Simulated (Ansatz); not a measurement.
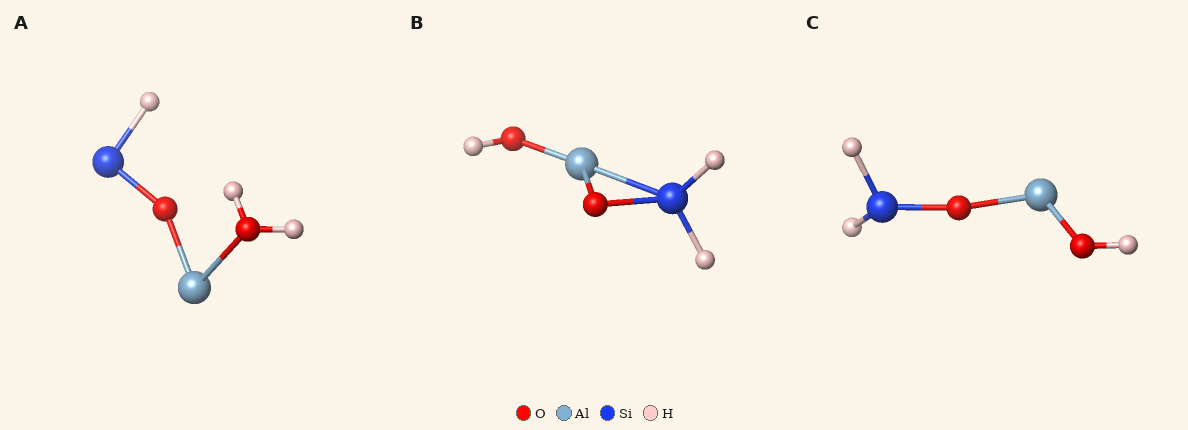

3 stationary structures of one formula. Geometries: PBE-D4/def2-SVP. Electronic energies: PBE-D4/def2-SVP (Ansatz 0.2.0), without zero-point energy. No frequency run is at hand to confirm each as a minimum. Each is one conformer, not always the lowest.

**Rank them by energy, lowest first.**

B is lowest (Cs); C lies 86.6 kJ/mol above it (Cs), A lies 112.7 kJ/mol above it (C1).
